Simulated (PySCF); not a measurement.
**CoF₃: relaxation and vibrations of the quintet**

Aim: relax CoF₃ as a quintet from a trigonal planar start, check by its vibrations whether the end is a minimum, and collect its spectrum and constants.

Computed with PySCF 2.14.0. Level: PBE0, basis Co def2-TZVP, F def2-TZVP, no relativity, density fitting.

### 1 Where the work starts

4 atoms, charge 0, spin multiplicity 5.

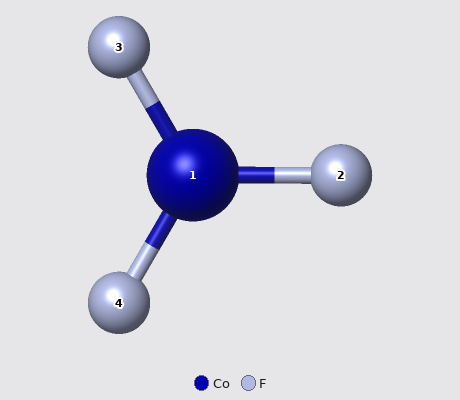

Start geometry, drawn with cobalt blue, fluorine light blue; atoms are numbered from 1 in the order of the file.

```xyz
4
charge 0 multiplicity 5
Co    0.0000    0.0000    0.0000
F     1.7500    0.0000    0.0000
F    -0.8750    1.5155    0.0000
F    -0.8750   -1.5155    0.0000
```

### 2 Finding the electronic state

The steps below are one call of a driver around PySCF. For each, scf.py gives the equivalent set-up of the SCF; relaxations use the driver's own optimiser. After this first run the driver tries any further starts and a stability analysis.

scf.py

```python
from pyscf import gto, scf, dft
mol = gto.M(atom='''
Co     0.000000     0.000000     0.000000
F      1.750000     0.000000     0.000000
F     -0.875000     1.515500     0.000000
F     -0.875000    -1.515500     0.000000''',
    basis={'Co': 'def2-TZVP', 'F': 'def2-TZVP'},
    charge=0, spin=4)
mf = dft.UKS(mol, xc='PBE0')
mf.grids.atom_grid = (50, 194)
aux = {'Co': 'def2-universal-JKFIT', 'F': 'def2-universal-JKFIT'}
mf = mf.density_fit(auxbasis=aux)
mf.conv_tol = 1e-08
mf.diis_space = 10
mf.max_cycle = 60
mf.init_guess = 'minao'
mf.verbose = 4
mf.kernel()
```

Launch:

```sh
$ OMP_NUM_THREADS=4 python axn.py task.json out
```

Output:

```text
init E= -1680.7936126158
[... the frontier-level lines of each cycle are left out ...]
cycle= 1 E= -1665.15364392407  delta_E= 15.6  |g|= 5.75  |ddm|= 6.32
cycle= 2 E= -1587.97020853411  delta_E= 77.2  |g|= 16.6  |ddm|= 12.5
cycle= 3 E= -1654.57251324287  delta_E= -66.6  |g|= 10.8  |ddm|= 7.11
cycle= 4 E= -1663.47317267256  delta_E= -8.9  |g|= 8.63  |ddm|= 2.47
cycle= 5 E= -1662.56004027038  delta_E= 0.913  |g|= 8.31  |ddm|= 2.51
cycle= 6 E= -1673.09081452243  delta_E= -10.5  |g|= 6.07  |ddm|= 3.49
cycle= 7 E= -1676.14048890685  delta_E= -3.05  |g|=  4.5  |ddm|= 1.11
cycle= 8 E= -1679.83002329652  delta_E= -3.69  |g|= 2.67  |ddm|= 1.44
cycle= 9 E= -1681.83707792578  delta_E= -2.01  |g|= 0.615  |ddm|= 1.14
cycle= 10 E= -1681.86889737625  delta_E= -0.0318  |g|= 0.655  |ddm|= 0.395
cycle= 11 E= -1681.90643431833  delta_E= -0.0375  |g|= 0.501  |ddm|= 0.161
cycle= 12 E= -1681.96886674531  delta_E= -0.0624  |g|= 0.114  |ddm|= 0.154
cycle= 13 E= -1681.97298531192  delta_E= -0.00412  |g|= 0.0665  |ddm|= 0.106
cycle= 14 E= -1681.97414047137  delta_E= -0.00116  |g|= 0.0149  |ddm|= 0.0241
cycle= 15 E= -1681.97421689825  delta_E= -7.64e-05  |g|= 0.00395  |ddm|= 0.00992
cycle= 16 E= -1681.97423133949  delta_E= -1.44e-05  |g|= 0.00146  |ddm|= 0.00584
cycle= 17 E= -1681.97423455667  delta_E= -3.22e-06  |g|= 0.00103  |ddm|= 0.00256
cycle= 18 E= -1681.97423670761  delta_E= -2.15e-06  |g|= 0.00072  |ddm|= 0.00295
cycle= 19 E= -1681.97423727059  delta_E= -5.63e-07  |g|= 0.000426  |ddm|= 0.0014
cycle= 20 E= -1681.9742374836  delta_E= -2.13e-07  |g|= 0.000162  |ddm|= 0.00117
cycle= 21 E= -1681.97423749913  delta_E= -1.55e-08  |g|= 2.32e-05  |ddm|= 0.000304
cycle= 22 E= -1681.97423749944  delta_E= -3.02e-10  |g|= 4.39e-06  |ddm|= 2.05e-05
Extra cycle  E= -1681.97423749945  delta_E= -1.93e-11  |g|= 4.62e-06  |ddm|= 6.24e-06
converged SCF energy = -1681.97423749945  <S^2> = 6.0123893  2S+1 = 5.0049532
```

This step, with its further starts and checks, took 21 s on 4 threads of Arm Neoverse V2, shared host.

The starts that the driver tried:

| start | energy (Eh) |
| --- | --- |
| the minimal-basis guess | -1681.974237 |
| a thermally smeared density | -1681.974237 |
| a smeared PBE density | -1681.974237 |

The test of internal stability and the other starts found no lower solution of this spin.

### 3 Relaxation: trigonal planar start, quintet

The program finds D3h symmetry in the start, which this walk keeps.

scf.py: that of step 2 with these lines changed.

```diff
@@ -4,3 +4,3 @@
-F      1.750000     0.000000     0.000000
-F     -0.875000     1.515500     0.000000
-F     -0.875000    -1.515500     0.000000''',
+F      1.749974    -0.000000     0.000000
+F     -0.874987     1.515522     0.000000
+F     -0.874987    -1.515522     0.000000''',
@@ -16 +15,0 @@
-mf.init_guess = 'minao'
```

Steps of the walk:

| step | energy (Eh) | change (kJ/mol) | largest symmetric gradient (Eh/bohr) |
| --- | --- | --- | --- |
| 0 | -1681.974238 | 0.00 | 0.01701 |
| 1 | -1681.975784 | -4.06 | 0.00000 |

The walk took 4.5 s.

It settles in D3h symmetry, 4.1 kJ/mol below the start, after 1 steps: Co–F 1.719 Å (×3); F–Co–F 120.0° (×3).

### 4 Is it a minimum? Harmonic modes

On the finer grid the gradient is checked again; gradients at displacements of ±0.02 bohr then give force constants and infrared intensities.

scf.py: that of step 3 with these lines changed.

```diff
@@ -4,3 +4,3 @@
-F      1.749974    -0.000000     0.000000
-F     -0.874987     1.515522     0.000000
-F     -0.874987    -1.515522     0.000000''',
+F      1.719047    -0.000000     0.000000
+F     -0.859523     1.488738     0.000000
+F     -0.859523    -1.488738     0.000000''',
@@ -10 +10 @@
-mf.grids.atom_grid = (50, 194)
+mf.grids.atom_grid = (75, 302)
@@ -13 +13 @@
-mf.conv_tol = 1e-08
+mf.conv_tol = 1e-10
```

The driver hands on the density of the step before, so the log starts near convergence.

SCF at the final geometry:

```text
init E= -1681.97586275804
[... the frontier-level lines of each cycle are left out ...]
cycle= 1 E= -1681.97586275766  delta_E= 3.82e-10  |g|= 4.18e-05  |ddm|= 1.81e-05
cycle= 2 E= -1681.97586275316  delta_E= 4.5e-09  |g|= 0.000143  |ddm|= 6.13e-05
cycle= 3 E= -1681.97586275808  delta_E= -4.93e-09  |g|= 6.45e-07  |ddm|= 4.74e-05
cycle= 4 E= -1681.97586275809  delta_E= -3.64e-12  |g|= 1.85e-07  |ddm|= 3.32e-07
Extra cycle  E= -1681.97586275808  delta_E= 3.18e-12  |g|= 3.44e-07  |ddm|= 2.75e-07
converged SCF energy = -1681.97586275808  <S^2> = 6.0124711  2S+1 = 5.0049859
```

The whole step took 42 s.

Geometry: D3h; Co–F 1.719 Å (×3); F–Co–F 120.0° (×3).

Harmonic modes (main isotopes):

```json
{"symmetry": "e'", "ω (cm⁻¹)": "152", "IR (km/mol)": "28.7"}
{"symmetry": "a2''", "ω (cm⁻¹)": "156", "IR (km/mol)": "48.2"}
{"symmetry": "a1'", "ω (cm⁻¹)": "664", "IR (km/mol)": "0.0"}
{"symmetry": "e'", "ω (cm⁻¹)": "740", "IR (km/mol)": "318"}
```

No imaginary mode, so this is a minimum.

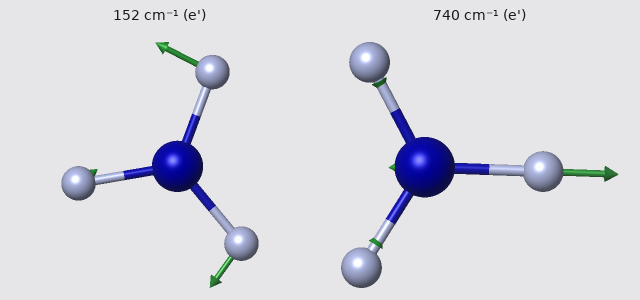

How the atoms move in 2 of the modes.

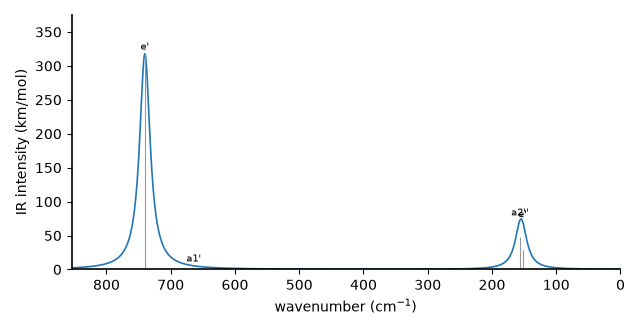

The harmonic infrared spectrum (widths in cm⁻¹). Lines are broadened to a width of 20 cm⁻¹ (Lorentzian).

Properties at this point:

```yaml
Dipole_moment: 0.00 D
Highest_occupied_level: -11.19 eV
Lowest_empty_level: -5.45 eV
Rotational_constants: 0.2002, 0.2002, 0.1001 cm⁻¹
Zero-point_energy: 15.6 kJ/mol
Principal_polarisabilities: 16.2, 32.4, 32.4 bohr³
Atomisation_energy_without_zero-point_energy: 1209 kJ/mol
Principal_traceless_quadrupole_moments_about_the_centre_of_mass: -3.92, -3.92, 7.83 D Å
Entropy_at_298.15_K_and_1_bar_electronic_part_spin_only: 309.9 J/(mol K)
Heat_capacity_Cp_at_298.15_K: 67.2 J/(mol K)
Enthalpy_at_298.15_K_above_0_K: 15.78 kJ/mol
Rotational_symmetry_number: 6
Spin_squared_⟨S²⟩: 6.012
```

Charges (e) and bond orders:

| atom | Mulliken | Löwdin | polar tensor | spin (Mulliken) | Mayer order to Co1 |
| --- | --- | --- | --- | --- | --- |
| Co1 | 1.35 | 0.70 | 1.83 | 3.12 | – |
| F2,3,4 | -0.45 | -0.23 | -0.61 | 0.29 | 0.90 |

Mulliken populations on Co1: s 6.35, p 12.32, d 6.98, f 0.00.

### 5 Summary of results

| quantity | value |
| --- | --- |
| minimum | quintet, D3h |
| geometry | Co–F 1.719 Å (×3); F–Co–F 120.0° (×3) |
| wavenumbers (cm⁻¹) | 152 (e'), 156 (a2''), 664 (a1'), 740 (e') |
| dipole moment | 0.00 D |
| highest occupied, lowest empty level (either spin) | -11.19, -5.45 eV |
| polar-tensor charge of Co1 | +1.83 e |
| zero-point energy | 15.6 kJ/mol |
| entropy at 298.15 K | 309.9 J/(mol K) |
| atomisation energy (no zero-point energy) | 1209 kJ/mol |
| ⟨S²⟩ | 6.012 |

What this shows: The trigonal planar start keeps its D3h symmetry and ends in a minimum. In the infrared the band at 740 cm⁻¹ (e', stretch) leads. Co1 has a polar-tensor charge of +1.8 e (a dipole derivative, not a static charge), yet symmetry cancels the bond dipoles. Most of the spin sits on Co1 (Mulliken spin 3.12, against 4 for the whole molecule). Only this shape and spin were tried, so other structures or states may lie lower. One determinant may miss the lowest occupation of an open d or f shell.

The search up to here took 67 s.
